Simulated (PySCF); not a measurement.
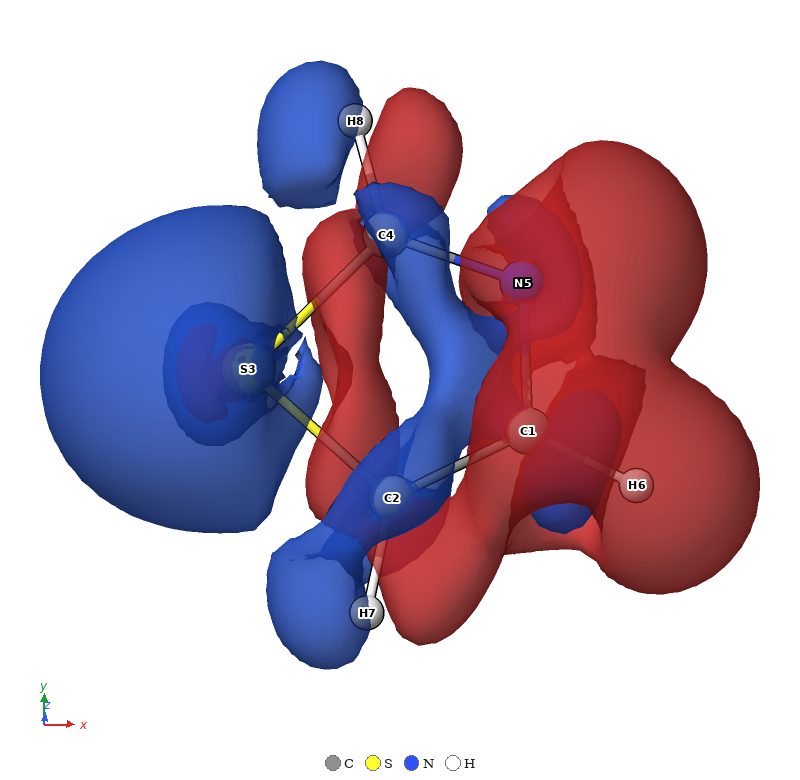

*C₃H₃NS, SMILES `c1cscn1`. Change of the electron density in a uniform field of 0.41 V/Å, surfaces at ±0.002 e/Å³ (red: gain, blue: loss).*

Level of theory: B3LYP/def2-SVPD (PySCF), at a geometry from GFN2-xTB. No frequency check shows the geometry to be a minimum. GFN2-xTB bond lengths at metals and heavier atoms can be off by up to 0.1 Å and shapes distorted, which carries into these values.

Coordinates in Å:

```
C1       1.2900   -0.5838    0.0000
C2       0.0819   -1.2056    0.0000
S3      -1.1857   -0.0447    0.0000
C4       0.0325    1.1945    0.0000
N5       1.2393    0.7683    0.0000
H6       2.2477   -1.0711    0.0000
H7      -0.1367   -2.2537    0.0000
H8      -0.2406    2.2305    0.0000
```

The field was applied in both directions; the picture shows the one opposite to the script's first.

> Along which Cartesian direction does the field point?

Along −x: electrons gather on the +x side, against the field.

> What dipole is induced, and what polarisability does it imply?

The induced dipole is 1.39 D (along the field); α along this axis, from the fields in both directions, is 69 bohr³ (10.2 Å³).
